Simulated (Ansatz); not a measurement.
## Si₅NH₁₃Cl₂: single-point calculation

The run: single-point calculation of Si₅NH₁₃Cl₂. Method and program: RKS PBE0-D4/def2-TZVPP (Ansatz 0.2.0).

The geometry is the product side of a reaction. The reaction was set up to form Si1–N5 and Cl2–H4 and to break Si1–Cl2 and H4–N5 (atoms counted from 1 in the order of the input); sticks are drawn by distance alone. The geometry comes from this level: PBE0-D4/def2-TZVP.

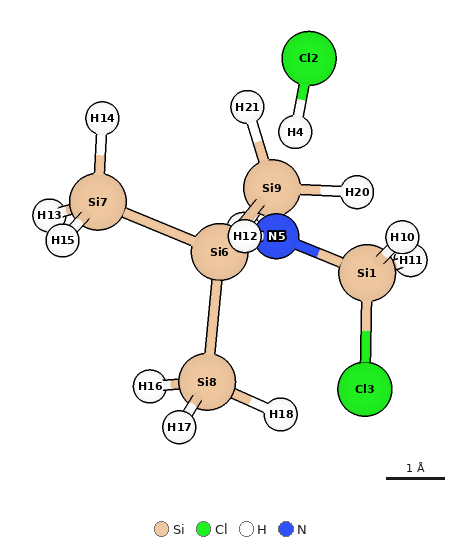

**Figure 1.** The input geometry (ball-and-stick view, seen at a tilt; atoms are numbered from 1 in the order of the input).

**The input**
```yaml
crystal:
  periodic: [false, false, false]
  atoms:
    - {symbol: Si, position_ang: [-0.565552, -1.235844, 2.279596]}
    - {symbol: Cl, position_ang: [2.512672, 1.184009, 2.323357]}
    - {symbol: Cl, position_ang: [-2.427250, -2.060181, 1.971656]}
    - {symbol: H, position_ang: [1.311317, 0.798367, 1.948699]}
    - {symbol: N, position_ang: [-0.335363, 0.198317, 1.341357]}
    - {symbol: Si, position_ang: [-0.101058, 0.208710, -0.426359]}
    - {symbol: Si, position_ang: [-0.135729, 2.439153, -1.133199]}
    - {symbol: Si, position_ang: [-1.762274, -0.973629, -1.589902]}
    - {symbol: Si, position_ang: [1.980948, -0.718034, -0.997782]}
    - {symbol: H, position_ang: [-0.473876, -0.900109, 3.715154]}
    - {symbol: H, position_ang: [0.436778, -2.225532, 1.840141]}
    - {symbol: H, position_ang: [-0.899863, 0.977127, 1.664880]}
    - {symbol: H, position_ang: [0.035938, 2.467142, -2.609722]}
    - {symbol: H, position_ang: [0.958210, 3.211001, -0.487489]}
    - {symbol: H, position_ang: [-1.439808, 3.070202, -0.785685]}
    - {symbol: H, position_ang: [-1.547719, -0.708423, -3.039610]}
    - {symbol: H, position_ang: [-3.121695, -0.507037, -1.208123]}
    - {symbol: H, position_ang: [-1.659658, -2.437726, -1.353214]}
    - {symbol: H, position_ang: [1.856532, -1.190003, -2.404874]}
    - {symbol: H, position_ang: [2.304220, -1.881460, -0.130514]}
    - {symbol: H, position_ang: [3.073237, 0.284149, -0.918367]}
basis:
  gaussian: {orbitals: def2-TZVPP}
hamiltonian: {xc: pbe0, dispersion: d4}
output: {orbitals: {seedname: orbitals}}
```

Launched with:
```bash
ansatz run in.yaml --threads 5 --pin off --events-out ev --progress --plain --max-ram 66560MiB --backend cuda --devices 0, --max-vram 37GiB
```

**What the program printed**
```
Functional definition: PBE0
  name "PBE0"
  cite "Adamo & Barone, J. Chem. Phys. 110, 6158 (1999) doi:10.1063/1.478522"
  cite "Perdew, Burke & Ernzerhof, Phys. Rev. Lett. 77, 3865 (1996) doi:10.1103/PhysRevLett.77.3865"
  parent pbe
  parameter a = 0.25
  parameter kappa = 0.804
  parameter beta = 0.06672455060314922
  exchange = (1 - a)*pbe_x(kappa = kappa, mu = beta*pi^2/3) + a*exact_x
  correlation = pbe_c(beta = beta)
3027 factors; their error is unknown
mean field evaluation 1: about -66107.9975 eV, gradient 5.6e1 eV
mean field evaluation 2: about -66097.9550 eV, gradient 8.4e1 eV
mean field evaluation 4: about -66113.9880 eV, gradient 4.3e0 eV
mean field evaluation 8: about -66114.0283 eV, gradient 5.6e-2 eV
mean field evaluation 16: about -66114.1754 eV, gradient 4.5e-5 eV
mean field -66114.17536393 eV, -2429.6511308269 hartree, gradient 4.5e-5 eV, S^2 0.000000; 0 other end points of the search recorded, 0 dependent functions left out
reference -66114.17541520 eV, -2429.6511327110 hartree; 62, 62 occupied and 445, 445 virtual orbitals, 3027 factors
Total energy: -66114.90428685 eV, -2429.6779182499 hartree
```

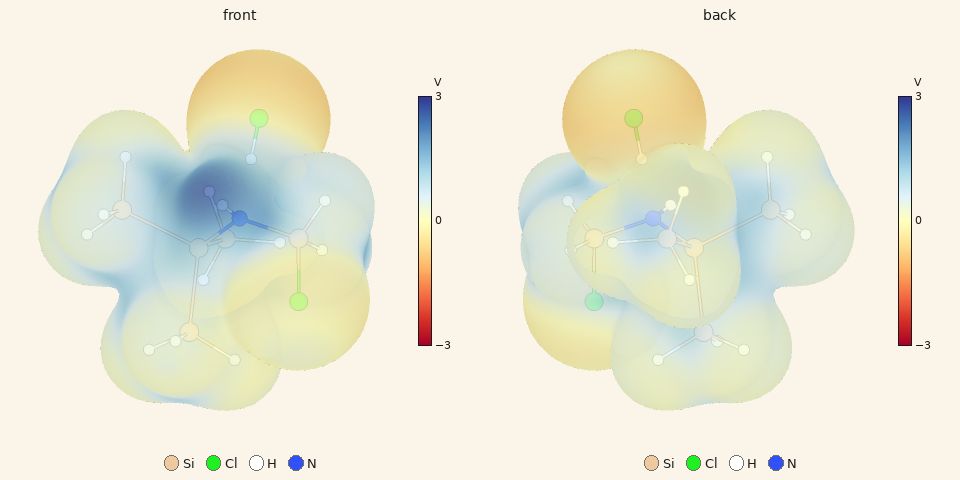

**Figure 2.** The electrostatic potential painted on the density surface at 0.002 e/bohr³, seen at a tilt and from behind; the colour scale runs from red (negative) to blue (positive). A positive charge is drawn to the negative regions and a negative charge to the positive ones.

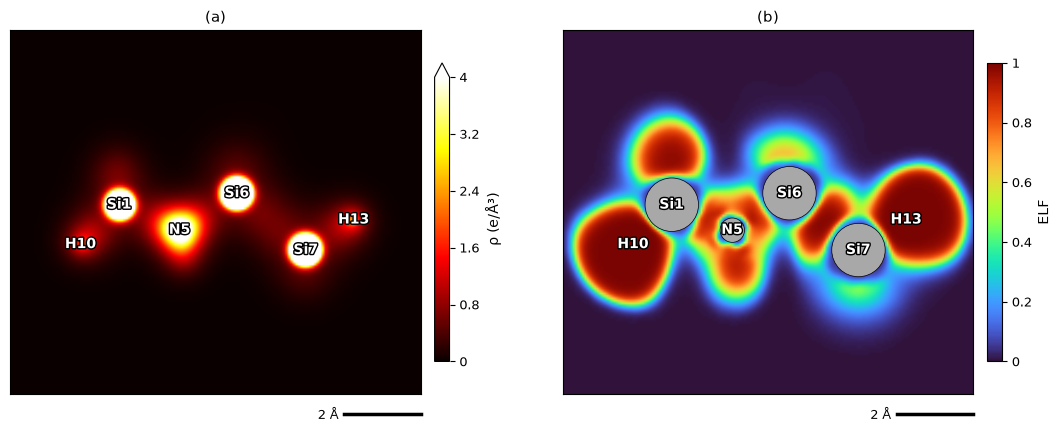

**Figure 3.** (a) total electron density; (b) ELF on the plane of atoms N5, Si6 and Si7. Grey discs, where drawn, cover atomic cores. The section cuts through Si, N and H sites. Si–Si (2.34 Å): ρ is about 0.63 e/Å³ halfway; the ELF peaks at about 1 between the atoms (a shared electron pair).

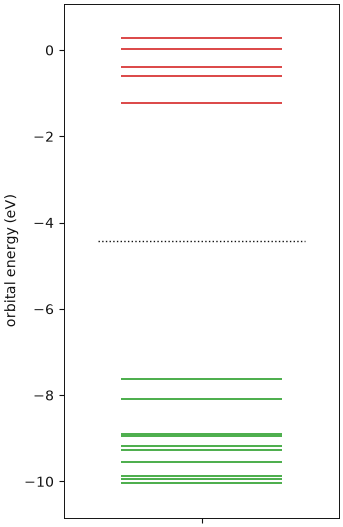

**Figure 4.** Orbital energies near the frontier; the dotted line parts filled from empty levels, and levels within 0.02 eV of each other stand side by side. Highest filled −7.63 eV, lowest empty −1.23 eV, 6.40 eV apart.

**Results in brief**

| quantity | value |
| --- | --- |
| outcome | converged |
| total energy | −66114.9043 eV |
| mean-field energy | −66114.1754 eV |
| dispersion energy | −0.7289 eV |
| SCF solution under orbital rotations | stable |
| HOMO | −7.63 eV |
| LUMO | −1.23 eV |
| hardware | 5 CPU threads, shared host |
| wall time | 15 s (CPU time 8.2 s; the host was busy) |
| peak memory | 1.2 GiB |
